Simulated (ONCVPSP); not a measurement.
## Pseudopotential generation, with input and output: Sr

Strontium (Sr, Z = 38), core [Kr], reference valence 5s1.5 5p0.5, valence charge 2. Computed at this level: ONCV potential, PBEsol, scalar-relativistic, made with ONCVPSP 4.0.1.

### Input
```
# ATOM AND REFERENCE CONFIGURATION
# atsym  z   nc   nv     iexc    psfile
  Sr 38.00    8    2  -116133      upf
#
#   n    l    f
    1    0    2.00
    2    0    2.00
    2    1    6.00
    3    0    2.00
    3    1    6.00
    3    2   10.00
    4    0    2.00
    4    1    6.00
    5    0    1.50
    5    1    0.50
#
# PSEUDOPOTENTIAL AND OPTIMIZATION
# lmax
    2
#
#   l,   rc,      ep,       ncon, nbas, qcut
    0    3.95    0.00    4    7    2.00
    1    3.70    0.00    4    9    2.50
    2    4.20    0.06    5    8    2.30
#
# LOCAL POTENTIAL
# lloc, lpopt,  rc(5),   dvloc0
    4    5    3.40    1.00
#
# VANDERBILT-KLEINMAN-BYLANDER PROJECTORs
# l, nproj, debl
    0    2    2.20
    1    3    0.80
    2    2    0.30
#
# MODEL CORE CHARGE
# icmod, fcfact, rcfact
    0    0.00    0.00
#
# LOG DERIVATIVE ANALYSIS
# epsh1, epsh2, depsh
   -2.00    5.00    0.02
#
# OUTPUT GRID
# rlmax, drl
    6.00    0.01
#
# TEST CONFIGURATIONS
# ncnf
    4
# nvcnf
#   n    l    f
    2
    5    0    2.00
    5    1    0.00
#
    2
    5    0    1.00
    5    1    0.00
#
    2
    5    0    1.50
    5    1    0.00
#
    3
    5    0    1.50
    5    1    0.00
    4    2    0.50
#
```

Hardware: 1 CPU thread, shared host.

Launched with:
```bash
oncvpsp.x < Sr.dat > Sr.out
```

### Output (extracts)
```
ONCVPSP  (Optimized Norm-Conservinng Vanderbilt PSeudopotential)
scalar-relativistic version 4.0.1

#   n    l    f        energy (Ha)
    1    0    2.00    -5.8530733E+02
    2    0    2.00    -7.9280388E+01
    2    1    6.00    -7.0464142E+01
    3    0    2.00    -1.2273708E+01
    3    1    6.00    -9.4295292E+00
    3    2   10.00    -4.7299447E+00
    4    0    2.00    -1.5271409E+00
    4    1    6.00    -8.6264284E-01
    5    0    1.50    -1.4244550E-01
    5    1    0.50    -5.7380763E-02

Reference configufation results
  iterations    22
  all-electron total energy (Ha)   -3.17753276D+03

Begin loop to  construct optimized pseudo wave functions
and semi-local pseudopoentials for all angular momenta

   Wellstate for l =  0  n =  8
     eigenvalue =   2.0576
     asymptotic potential =   2.5576
     half-point radius =  6.1626

Calculating optimized projector #   1

 for l=   0

    Fraction of norm inside rc  0.463590
    Optimizing pswf for qcut=   2.00 a_B^-1,  ecut=   1.99 Ha
    Residual kinetic energy error=  1.26D-04 Ha

    Energy error per electron        Cutoff
         Ha          eV             Ha
         0.01000     0.27211        0.74
         0.00100     0.02721        1.44
         0.00010     0.00272        2.29
         0.00001     0.00027        6.46

Calculating optimized projector #   2

 for l=   0

    Fraction of norm inside rc  0.259458
    Optimizing pswf for qcut=   2.00 a_B^-1,  ecut=   1.99 Ha
    Residual kinetic energy error=  2.86D-01 Ha

    Energy error per electron        Cutoff
         Ha          eV             Ha
         0.01000     0.27211        8.95
         0.00100     0.02721       11.14
         0.00010     0.00272       13.77
         0.00001     0.00027       18.87

   Wellstate for l =  1  n =  7
     eigenvalue =   0.7426
     asymptotic potential =   1.2426
     half-point radius =  8.3191

   Wellstate for l =  1  n =  8
     eigenvalue =   1.5426
     asymptotic potential =   2.0426
     half-point radius =  7.4323

Calculating optimized projector #   1

 for l=   1

    Fraction of norm inside rc  0.149642
    Optimizing pswf for qcut=   2.50 a_B^-1,  ecut=   3.14 Ha
    Residual kinetic energy error=  2.22D-05 Ha

    Energy error per electron        Cutoff
         Ha          eV             Ha
         0.01000     0.27211        0.25
         0.00100     0.02721        0.67
         0.00010     0.00272        1.61
         0.00001     0.00027        9.24

Calculating optimized projector #   2

 for l=   1

    Fraction of norm inside rc  0.197367
    Optimizing pswf for qcut=   2.50 a_B^-1,  ecut=   3.14 Ha
    Residual kinetic energy error=  4.51D-03 Ha

    Energy error per electron        Cutoff
         Ha          eV             Ha
         0.01000     0.27211        1.76
         0.00100     0.02721       15.80
         0.00010     0.00272       25.31
         0.00001     0.00027       31.67

Calculating optimized projector #   3

 for l=   1

    Fraction of norm inside rc  0.174644
    Optimizing pswf for qcut=   2.50 a_B^-1,  ecut=   3.14 Ha
    Residual kinetic energy error=  2.46D-02 Ha

    Energy error per electron        Cutoff
         Ha          eV             Ha
         0.01000     0.27211        4.37
         0.00100     0.02721       25.48
         0.00010     0.00272       32.48
         0.00001     0.00027       40.51

WARNING wellstate: localized bound state found for n= 4 l= 2
WARNING this state with energy -0.06403227
WARNING will be used for the first projector

   Wellstate for l =  2  n =  5
     eigenvalue =   0.2360
     asymptotic potential =   0.7360
     half-point radius =  6.8372

Calculating optimized projector #   1

 for l=   2

    Fraction of norm inside rc  0.741076
    Optimizing pswf for qcut=   2.30 a_B^-1,  ecut=   2.64 Ha
    Residual kinetic energy error=  1.90D-02 Ha

    Energy error per electron        Cutoff
         Ha          eV             Ha
         0.01000     0.27211        3.08
         0.00100     0.02721       10.59
         0.00010     0.00272       12.77
         0.00001     0.00027       14.26

Calculating optimized projector #   2

 for l=   2

    Fraction of norm inside rc  0.331441
    Optimizing pswf for qcut=   2.30 a_B^-1,  ecut=   2.64 Ha
    Residual kinetic energy error=  4.38D-02 Ha

    Energy error per electron        Cutoff
         Ha          eV             Ha
         0.01000     0.27211        3.48
         0.00100     0.02721        6.46
         0.00010     0.00272       11.34
         0.00001     0.00027       13.36

Construct Vanderbilt / Kleinmman-Bylander projectors

B matrix Hermiticity error, ll=   0
   1   2    3.4256E-05

  Orthonormal projector coefficients  9.5017E+00  1.2858E+00

B matrix Hermiticity error, ll=   1
   1   2   -1.3831E-05
   1   3    2.3738E-05
   2   3    2.4477E-05

  Orthonormal projector coefficients -4.9279E+00  1.3518E+00  1.4048E-01

B matrix Hermiticity error, ll=   2
   1   2    1.0594E-05

  Orthonormal projector coefficients -1.7751E+00 -1.1329E+00

Pseudoatom total energy   -0.564803

Diagnostic tests using Vanderbilt-Kleinman-Bylander pseudopotentials
  1 or more projectors used as specified by nproj input data

   l    rcore       rmatch      e in        delta e   norm test  slope test

   0   3.9657720   4.0861815  -0.1424455  -0.0000001   0.9999983   1.0000025
   0   3.9657720   4.0861815   2.0575545   0.0000007   0.9998353   0.9998353

   1   3.7132138   3.8259550  -0.0573808   0.0000001   1.0000022   1.0000012
   1   3.7132138   3.8259550   0.7426192  -0.0000003   1.0000896   1.0000896
run_diag: lschvkbbe ERROR   3   3   1  60  1.54261923E+00  1.37070957E+00
   1   3.7132138   3.8259550   1.5426192  -0.1719097   0.1376074   0.0447232

   2   4.2102468   4.3380790  -0.0640323  -0.0000000   1.0000206   1.0000217
   2   4.2102468   4.3380790   0.2359677   0.0000007   1.0000418   1.0000418

 Testing for bound ghosts
   n   l    E NL Schr. Eq   E Basis Diag.   E Cutoff

   1   0       -0.142446       -0.142179     11.89

       1                       -0.195853     36.05  WARNING - GHOST(-)
   2   1       -0.057381       -0.052722     36.05

   3   2       -0.064032       -0.063812     19.43

 Testing for highly-localized positive-energy ghosts
       l    <radius>/rc     E Basis Diag.   E Cutoff

       0        0.662643        5.892565     11.89  WARNING - GHOST(+)

       0        0.488497       16.557861     11.89  WARNING - GHOST(+)

Test configuration 0

   n   l     f        eae           eps        diff
   1   0  2.0000 -585.30732558
   2   0  2.0000  -79.28038849
   2   1  6.0000  -70.46414231
   3   0  2.0000  -12.27370753
   3   1  6.0000   -9.42952916
   3   2 10.0000   -4.72994466
   4   0  2.0000   -1.52714088
   4   1  6.0000   -0.86264284
   5   0  1.5000   -0.14244550   -0.14244564   -1.38D-07
   5   1  0.5000   -0.05738076   -0.05738062    1.38D-07

    Total energies and differences
      AE_ref= -3.17753276D+03  AE_tst= -3.17753276D+03  dif=  0.00D+00
      PS_ref= -5.64802863D-01  PS_tst= -5.64802863D-01  dif= -2.22D-16
      PSP excitation error=  2.22D-16

Test configuration 1

   n   l     f        eae           eps        diff
   1   0  2.0000 -585.28184953
   2   0  2.0000  -79.25489988
   2   1  6.0000  -70.43867983
   3   0  2.0000  -12.24821790
   3   1  6.0000   -9.40405086
   3   2 10.0000   -4.70447635
   4   0  2.0000   -1.50210901
   4   1  6.0000   -0.83813607
   5   0  2.0000   -0.12995384   -0.13014502   -1.91D-04

    Total energies and differences
      AE_ref= -3.17753276D+03  AE_tst= -3.17757486D+03  dif= -4.21D-02
      PS_ref= -5.64802863D-01  PS_tst= -6.06950490D-01  dif= -4.21D-02
      PSP excitation error=  5.18D-05

Test configuration 2

   n   l     f        eae           eps        diff
   1   0  2.0000 -585.51877935
   2   0  2.0000  -79.49139398
   2   1  6.0000  -70.67519542
   3   0  2.0000  -12.48427814
   3   1  6.0000   -9.64008238
   3   2 10.0000   -4.94046327
   4   0  2.0000   -1.73548144
   4   1  6.0000   -1.06997547
   5   0  1.0000   -0.30654424   -0.30665709   -1.13D-04

    Total energies and differences
      AE_ref= -3.17753276D+03  AE_tst= -3.17735818D+03  dif=  1.75D-01
      PS_ref= -5.64802863D-01  PS_tst= -3.89931840D-01  dif=  1.75D-01
      PSP excitation error= -2.92D-04

Test configuration 3

   n   l     f        eae           eps        diff
   1   0  2.0000 -585.39407586
   2   0  2.0000  -79.36695841
   2   1  6.0000  -70.55074642
   3   0  2.0000  -12.36010957
   3   1  6.0000   -9.51593133
   3   2 10.0000   -4.81633933
   4   0  2.0000   -1.61296057
   4   1  6.0000   -0.94838925
   5   0  1.5000   -0.21591106   -0.21631245   -4.01D-04

    Total energies and differences
      AE_ref= -3.17753276D+03  AE_tst= -3.17748865D+03  dif=  4.41D-02
      PS_ref= -5.64802863D-01  PS_tst= -5.20584457D-01  dif=  4.42D-02
      PSP excitation error= -1.07D-04

Test configuration 4

   n   l     f        eae           eps        diff
   1   0  2.0000 -585.26175129
   2   0  2.0000  -79.23234211
   2   1  6.0000  -70.41632466
   3   0  2.0000  -12.22594029
   3   1  6.0000   -9.38174920
   3   2 10.0000   -4.68197074
   4   0  2.0000   -1.48021774
   4   1  6.0000   -0.81803402
   5   0  1.5000   -0.12412353   -0.12385532    2.68D-04
   4   2  0.5000   -0.03807751   -0.04368500   -5.61D-03

    Total energies and differences
      AE_ref= -3.17753276D+03  AE_tst= -3.17753263D+03  dif=  1.28D-04
      PS_ref= -5.64802863D-01  PS_tst= -5.66792415D-01  dif= -1.99D-03
      PSP excitation error=  2.12D-03
```

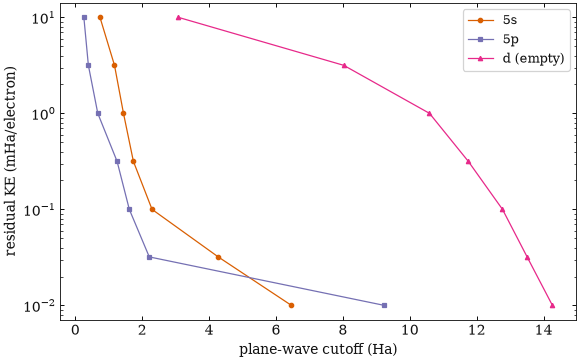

Figure 1. Residual kinetic energy of the pseudo-waves (the first of each channel, and further valence shells) beyond the plane-wave cutoff, as the generator prints it.

- Cutoffs for 1 mHa per electron: d (empty): 11 Ha; 5s: 1.4 Ha; 5p: 0.7 Ha.
- Cutoffs for the occupied states: 1.4 Ha for 1 mHa and 2.3 Ha for 0.1 mHa per electron. The first is set by 5s.
- Hardest wave at 1 mHa per electron: d (empty), with rc = 4.20 bohr and qcut = 2.3 1/bohr. The optimisation minimises, but can't always remove, the kinetic energy above qcut²/2 = 2.6 Ha, and a larger rc would as a rule soften the wave at some cost in transferability. The potential isn't sound: its ghost test gives GHOST(-) flagged for p at -5.3 eV; GHOST(+) flagged for s at 160.3 eV (flags above 300 eV left out).

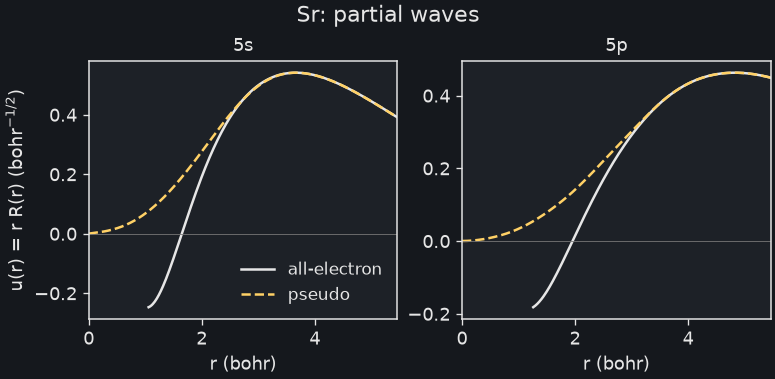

Figure 2. Pseudo-waves (dashed) against the all-electron radial functions (solid). The innermost oscillations of some all-electron curves aren't drawn. Reference configuration 5s1.5 5p0.5.

- Matching radii: 5s at 3.95 bohr; 5p at 3.70 bohr. The curves merge smoothly, so the plot gives these only roughly.
- Nodes of the pseudo-waves: 5s has no node; 5p has no node.
- Cutoffs needed: 1.4 Ha (loose) and 2.3 Ha (tight), as the cutoffs at which the residual kinetic energy of the hardest occupied pseudo-wave falls to 1 and 0.1 mHa per electron.

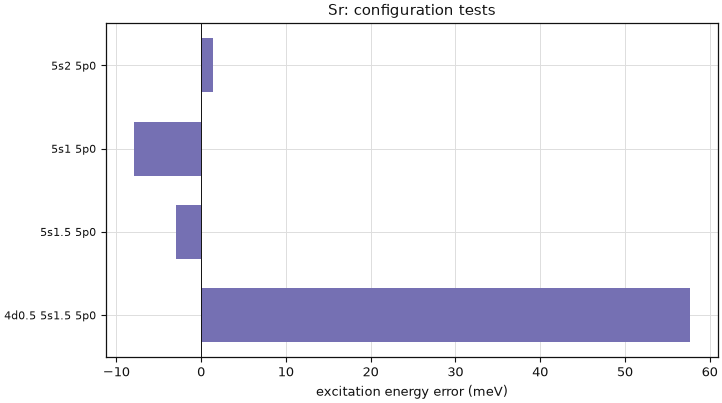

Figure 3. Errors, all-electron minus pseudo, of the energies of valence configurations relative to the unpolarised reference 5s1.5 5p0.5.

- Worst configuration: 4d0.5 5s1.5 5p0 (neutral): the error is +58 meV on an all-electron energy of +0.00 eV relative to the reference, or 1.6e+03 %.
- Configurations within 10 meV and within 50 meV: 3 and 3 of 4.
- Errors in meV: 5s2 5p0: +1.4; 5s1 5p0: -7.9; 5s1.5 5p0: -2.9; 4d0.5 5s1.5 5p0: +58.

### Summary

- outcome: generated, with a ghost state
- cutoffs needed: 1.4 Ha and 2.3 Ha (the cutoffs at which the residual kinetic energy of the hardest occupied pseudo-wave falls to 1 and 0.1 mHa per electron); the channels without a valence shell are harder: d needs 11 Ha for 1 mHa
- ghost test: GHOST(-) flagged for p at -5.3 eV; GHOST(+) flagged for s at 160.3 eV (flags above 300 eV left out)
- largest excitation error: +58 meV (all-electron minus pseudo) for 4d0.5 5s1.5 5p0, out of 4 test configurations
- range over which the phases arctan(r R′/R) at the test radius agree within 0.05 rad (a looser test near the poles than one of phase shifts): s: between about -1.5 and 0.6 Ha; d: up to about 1.5 Ha; p: not judged, the stored energies step over a narrow level; f: not judged, local potential alone
- wall time: 7.3 s

### Notes

The potential has a bound ghost state, so it can't be used as it stands. Warnings of the program, in the generation or the tests: wellstate: localized bound state found for n= 4 l= 2.
